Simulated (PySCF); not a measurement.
C7H5NO2 (SMILES C#Cc1c[n+]([O-])ccc1O)

Input

```
{"job": {"xc": "PBE0", "basis": "pcSseg-1", "kind": "nmr", "pop": true}, "charge": 0, "multiplicity": 1}
C      3.148465     0.666386    -0.143593
C      1.957586     0.530128    -0.065757
C      0.568259     0.260951     0.002343
C     -0.330469     1.272899     0.291700
N     -1.661112     1.055097     0.365032
O     -2.454603     1.992647     0.629730
C     -2.117842    -0.203217     0.144635
C     -1.277144    -1.248246    -0.146349
C      0.097849    -1.043728    -0.226458
O      0.917649    -2.077675    -0.514584
H      4.181333     0.842512    -0.199393
H     -0.008121     2.286679     0.473125
H     -3.187607    -0.320471     0.215582
H     -1.674114    -2.235373    -0.315610
H      1.835458    -1.770597    -0.532316
```

Launched as:

```sh
OMP_NUM_THREADS=1 python ens_run.py task.json out
```

Geometry: GFN2-xTB.

All numbers below come from PySCF 2.14.0, PBE0/pcSseg-1, SCF density, gas phase, non-relativistic.

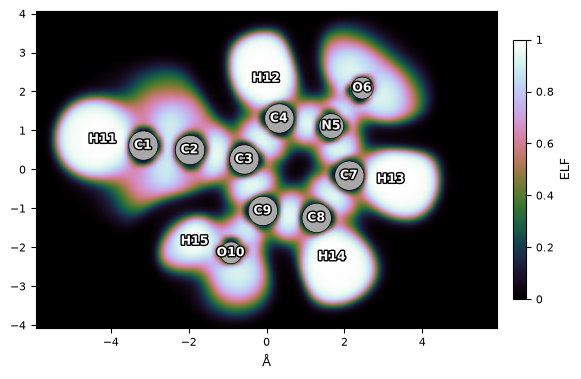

Figure 1. ELF on the molecular plane. Grey discs cover the atomic cores.

**What do the fields say about this system?**

- Atoms in the plane: C, N, O and H.
- C–C (1.20 Å): the ELF peaks at about 0.85 between the atoms (a multiple bond).
- N–O (1.26 Å): the ELF peaks at about 0.85 between the atoms: localised, covalent bonding.
- C–N (1.35 Å): the ELF peaks at about 0.95 between the atoms: localised, covalent bonding.
- C–O (1.35 Å): the ELF peaks at about 0.90 between the atoms; a shared but strongly polarised pair.
- O–H (0.97 Å): the ELF climbs to about 1 towards the hydrogen, as it does in any bond to H: an ordinary covalent bond to hydrogen.
- The ELF also peaks beside O10 and O6, away from the bonds: lone-pair regions.

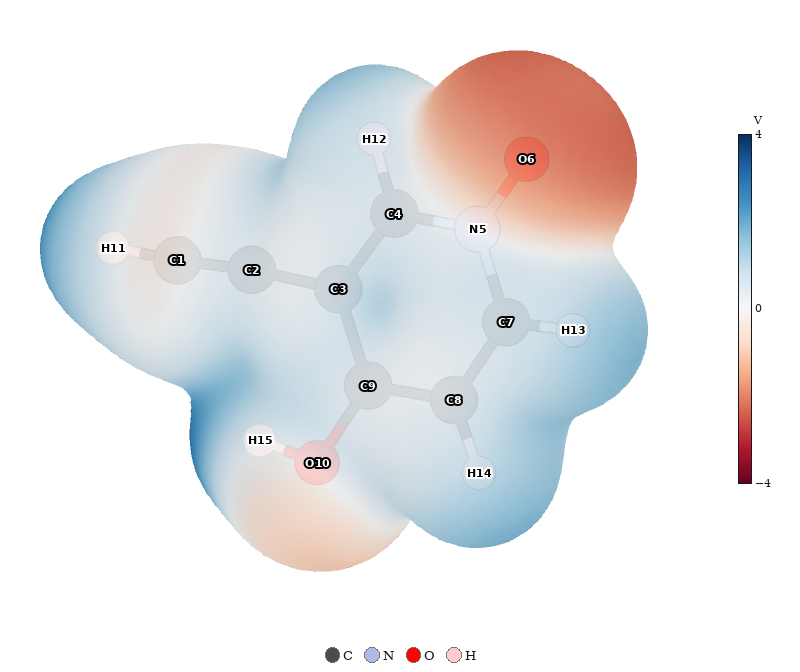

Figure 2. The molecular electrostatic potential painted on the density surface at 0.004 e/bohr³, seen at a tilt; the colour scale runs from red (negative) to blue (positive).

**Which sites attract a positive test charge, and which a negative one?**

A positive charge is drawn to the negative regions and a negative charge to the positive ones. The most negative region (about −2.2 V) lies over O6, the most positive (about +3.2 V) over H15. O6 is the likeliest acceptor of a hydrogen bond.
